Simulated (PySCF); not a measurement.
```
atom    x (Å)    y (Å)    z (Å)
   O   2.8115   0.3597  -0.6629
  Al   1.4448  -0.4539   0.0598
   O   2.0230  -1.8876   0.8740
   O   0.1779  -0.8334  -1.1618
  Si  -1.3675  -0.4046  -1.3280
   O  -1.8779   0.6041  -0.0929
  Si  -0.9923   1.1438   1.2212
   O   0.5336   0.6243   1.1787
   H   2.6021   1.1608  -1.1443
   H   1.3566  -2.3895   1.3445
   H  -1.6205   0.3320  -2.6157
   H  -2.2923  -1.5920  -1.3246
   H  -1.7207   0.6761   2.4529
   H  -1.0843   2.6456   1.2136
```

Geometry: PBE0-D3(BJ)/def2-SVP.

Level of theory: PBE0/aug-pcSseg-1, SCF density, gas phase, non-relativistic (PySCF).

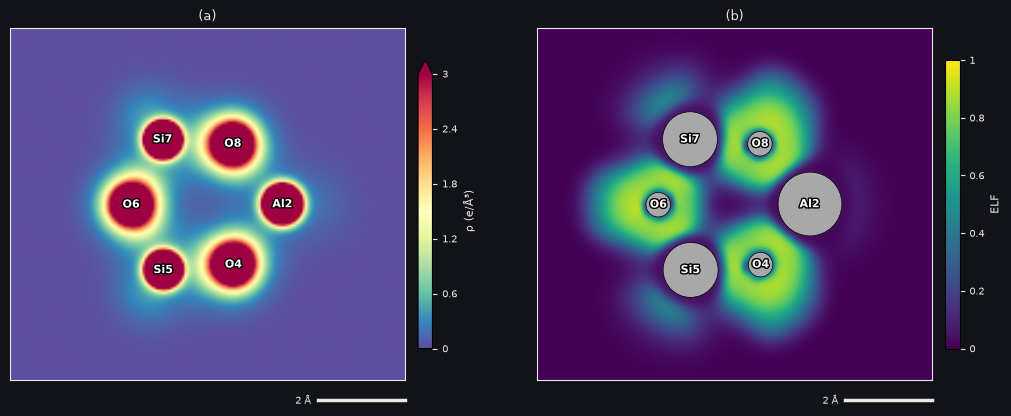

AlH$_{6}$O$_{5}$Si$_{2}$ (charge −1). (a) total electron density; (b) electron localisation function on the plane of atoms Al2, O4 and Si5. Grey discs cover the atomic cores in the ELF map.

> Interpret the plot.

The plane passes through Al, O and Si nuclei. Si–O (1.61 Å): ρ is about 1.2 e/Å³ halfway; the ELF peaks at about 0.85 between the atoms (a polar covalent bond). Si–O (1.67 Å): ρ at the midpoint is about 1.1 e/Å³; the ELF peaks at about 0.85 between the atoms, as expected for a shared but strongly polarised pair. Al–O (1.80 Å): ρ is about 0.66 e/Å³ halfway; the ELF peaks at about 0.85 in the valence shell of O, 0.6 Å from its nucleus, and is about 0.45 at the midpoint. The ELF also peaks beside O4, O6 and O8, away from the bonds: lone-pair regions.
